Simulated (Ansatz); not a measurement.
System: La₂SiF₂.

Input

```
crystal:
  lattice:
    - [-1.9427954, 1.9427954, 6.7644817]
    - [1.9427954, -1.9427954, 6.7644817]
    - [1.9427954, 1.9427954, -6.7644817]
  atoms:
    - { symbol: La, position: [0.3731315, 0.3731315, 0.0] }
    - { symbol: La, position: [0.6268685, 0.6268685, 0.0] }
    - { symbol: Si, position: [0.0, 0.0, 0.0] }
    - { symbol: F, position: [0.25, 0.75, 0.5] }
    - { symbol: F, position: [0.75, 0.25, 0.5] }
basis:
  ecutwfc: 420
kpoints:
  mp_grid: { grid: [14, 14, 14] }
  band_path:
    path:
      - [[0.0, 0.0, 0.0], [0.0, 0.0, 0.5], [0.25, 0.25, 0.25], [0.0, 0.5, 0.0], [0.0, 0.0, 0.0], [0.5, 0.5, -0.5], [0.27062173, 0.72937827, -0.27062173]]
      - [[-0.27062173, 0.27062173, 0.27062173], [0.0, 0.0, 0.0]]
      - [[0.0, 0.0, 0.5], [-0.04124346, 0.04124346, 0.5]]
      - [[0.5, 0.5, -0.04124346], [0.5, 0.5, -0.5]]
    npoints: 14
hamiltonian:
  xc: pbe
scf:
  occupations: { method: gaussian, width: 0.1 }
  n_extra_bands: 12
output:
  forces: true
  stress: true
  eigenvalues: true
  populations: true
  dos: { projected: true, de: 0.02, nscf_kmesh: { grid: [17, 17, 17] } }
  bader: true
  write_density: true
  write_potential: true
  elf: true
  volumetric_format: npy
```

Command:

```sh
ansatz run input.yaml --threads 1 --pin off --max-ram 3072MiB --backend cpu --events-out ev --progress --plain --runs-dir out
```

Below, planes, directions and counts refer to the conventional cell (a = 3.89 Å, b = 3.89 Å, c = 13.53 Å, α = 90.00°, β = 90.00°, γ = 90.00°).

Space group I4/mmm; a structure generated by program, which may or may not match a known phase.

All numbers below come from Ansatz 0.2.0, DFT PBE, scalar-relativistic, plane waves, PAW.

Q: What can the converged valence pseudo-density and electron localisation function tell about the bonding?

A: La–F (2.56 Å): the density is about 0.3 e/Å³ at the midpoint, with its minimum of 0.26 e/Å³ about 1.4 Å from La; the ELF is about 0.20 at the midpoint: no localised pair shows between them.
Bader's partition of the density gives La +1.67, Si −1.70 and F −0.82 e.

Q: Which way does charge flow, and how much by Bader's partition?

A: Electrons move from La towards Si and F. Bader charges: La +1.67, Si −1.70 and F −0.82 e.

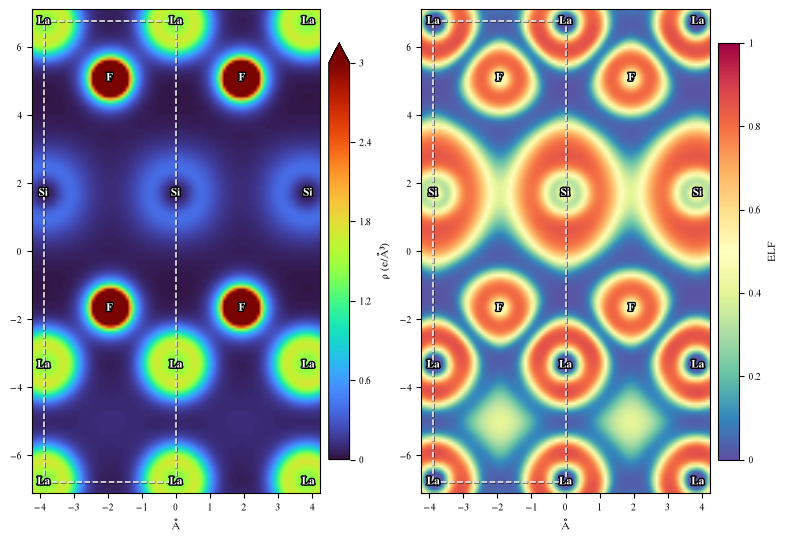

Computed valence pseudo-density and electron localisation function on the (100) plane of the conventional cell, in this order. 

In a PAW calculation such maps are meaningful between the atoms, not at the nuclei.
